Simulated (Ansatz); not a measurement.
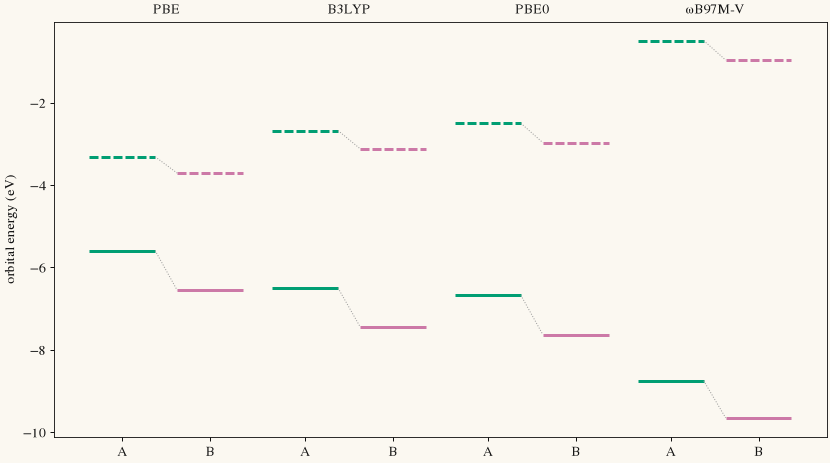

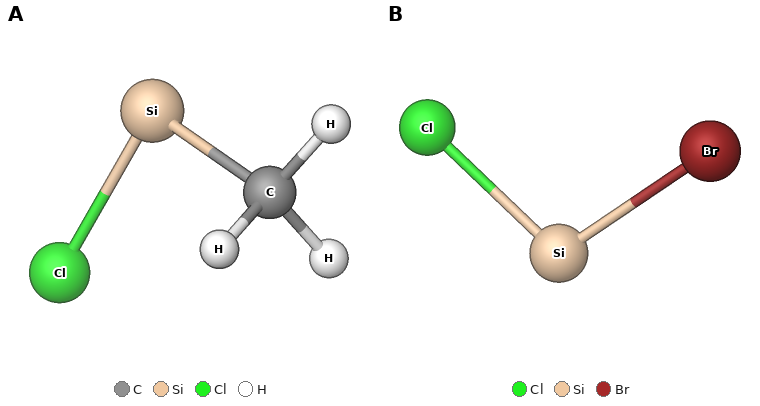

One change: A, CH₃ClSi (SMILES C[Si]Cl), becomes B, SiBrCl (SMILES Cl[Si]Br). CH₃ on Si is replaced by Br. HOMO (solid) and LUMO (dashed) computed in def2-TZVPP at PBE0-D4/def2-TZVP geometries, both minima by their frequencies, gas phase, the Ansatz code.

### What does the change do to HOMO and LUMO?

PBE: the HOMO falls by 0.96 eV, the LUMO falls by 0.40 eV, and the separation goes from 2.28 to 2.84 eV. B3LYP: the HOMO falls by 0.94 eV, the LUMO falls by 0.44 eV, and the separation goes from 3.82 to 4.32 eV. PBE0: the HOMO falls by 0.95 eV, the LUMO falls by 0.47 eV, and the separation goes from 4.18 to 4.66 eV. ωB97M-V: the HOMO falls by 0.90 eV, the LUMO falls by 0.47 eV, and the separation goes from 8.26 to 8.69 eV.

### Do the functionals agree on the effect?

They agree on the direction for both levels; the HOMO shift lies between −0.96 and −0.90 eV and the LUMO shift between −0.47 and −0.40 eV, while the separations themselves differ by up to 6.0 eV between functionals.
